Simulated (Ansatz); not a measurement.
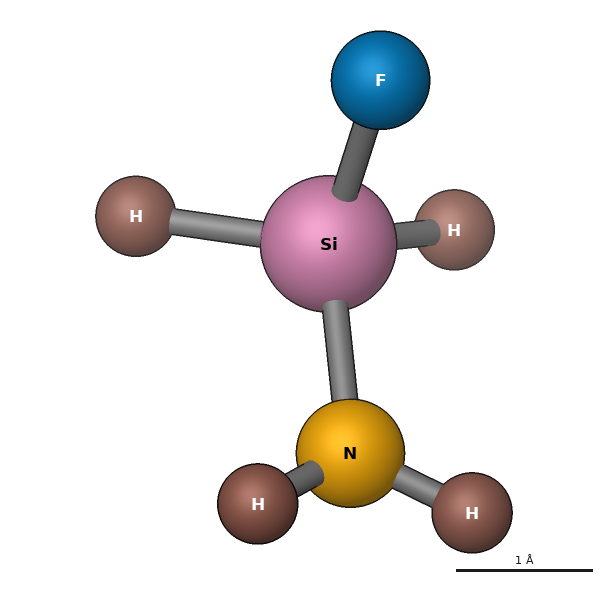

A ball-and-stick model of a molecule. Every bond is drawn as one stick, whatever its order.

The geometry was computed by an optimisation with PBE0-D4/def2-TZVP.

What does the picture show?

It has 7 atoms: 1 fluorine, 4 hydrogen, 1 nitrogen and 1 silicon (FH₄NSi). The point group is Cs. Coordination, clear cases only: 1 Si tetrahedral.

More results for the same structure follow; atom numbers are the same in all pictures, views and colours differ.

**Geometry**

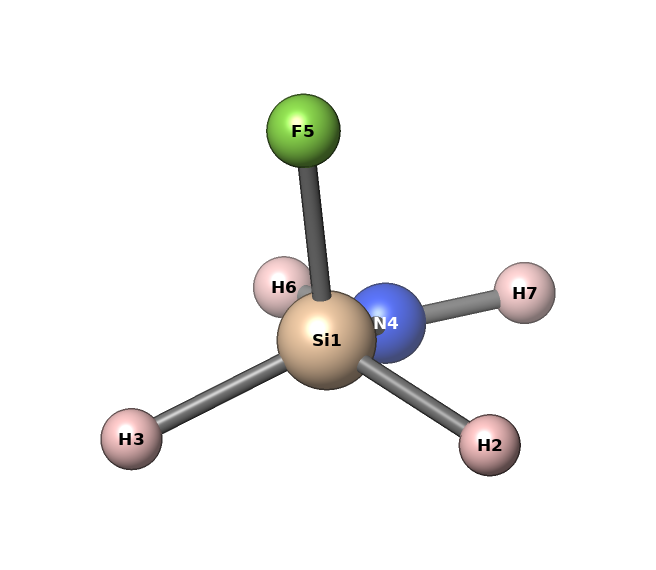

N4 lies behind Si1. The molecule seen a little off the Si1–N4 bond, Si1 in front. Atoms fade into the background with distance from the viewer.

Question: What is the torsion angle F5–Si1–N4–H6? The sign is positive where the front bond must turn clockwise to cover the back bond.

Answer: −77°, synclinal (gauche).

**Electronic properties**

Level of theory: RKS PBE0-D4/def2-TZVPP (Ansatz 0.2.0).

Computed properties:

- HOMO energy (Kohn–Sham orbital): −8.15 eV
- LUMO energy (Kohn–Sham orbital): 0.56 eV
- HOMO–LUMO gap: 8.72 eV
- dispersion correction: −7.5 kJ/mol

**Vibrations**

Harmonic vibrations computed with RKS PBE0-D4/def2-TZVP (Ansatz 0.2.0) at a stationary point of the same level.

Question: How many vibrational modes are there, and where do they lie?

Answer: 15 modes: 267, 294, 382, 561, 801, 829, 899, 904, 941, 963, 1585, 2261, 2266, 3616, 3710 cm⁻¹.

**Dipole moment**

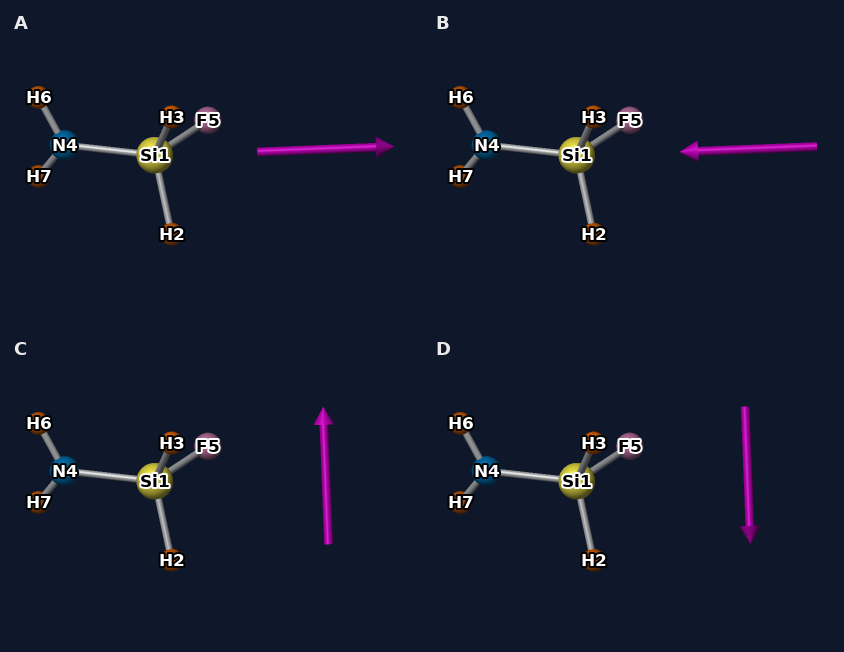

The same molecule four times, each with an arrow. Properties computed with RKS PBE0-D4/def2-TZVP (Ansatz 0.2.0).

Question: Which arrow points along the dipole moment, from the negative to the positive end?

Answer: B. The dipole moment is 1.99 D; it points from the side of F5 to the side of H6, H7 (the outermost atoms at the two ends).

**Thermal motion**

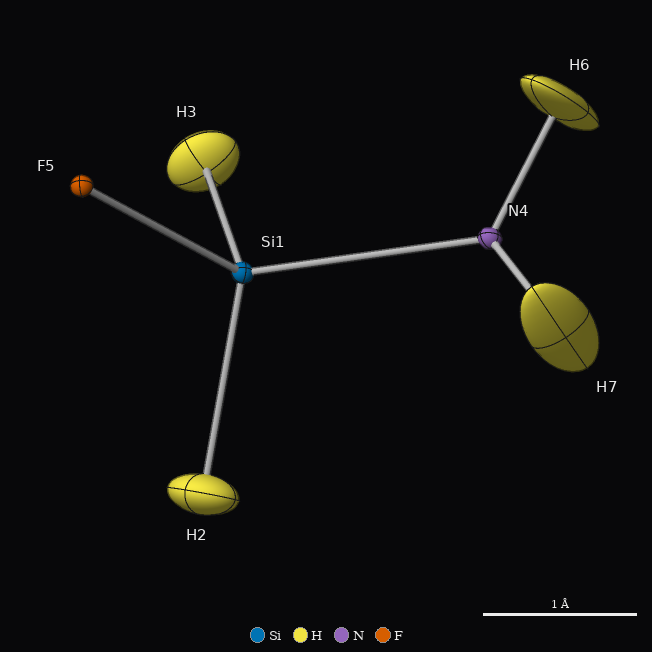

Displacement ellipsoids at the 50 % level, from the internal vibrations of the free molecule (harmonic, no overall translation or rotation; no half-axis is drawn under 0.075 Å). Vibrations computed with RKS PBE0-D4/def2-TZVP (Ansatz 0.2.0). Temperature: 400 K.

Question: Which atom moves most?

Answer: H6, H7, with U_eq = 0.0409 Å².

Question: Does H7 move more along its bond or across it?

Answer: Across it: the root-mean-square amplitude is 0.069 Å along the bond and up to 0.312 Å across, since bending and torsion are softer than stretching.

List U_eq and the three principal root-mean-square amplitudes for each kind of atom.

```json
{"atom": "Si1", "U_eq (Å²)": "0.00062", "rms amplitudes (Å)": "0.018, 0.018, 0.035"}
{"atom": "H2, H3", "U_eq (Å²)": "0.0181", "rms amplitudes (Å)": "0.087, 0.142, 0.163"}
{"atom": "N4", "U_eq (Å²)": "0.0015", "rms amplitudes (Å)": "0.020, 0.029, 0.056"}
{"atom": "F5", "U_eq (Å²)": "0.0011", "rms amplitudes (Å)": "0.018, 0.025, 0.048"}
{"atom": "H6, H7", "U_eq (Å²)": "0.0409", "rms amplitudes (Å)": "0.068, 0.143, 0.312"}
```
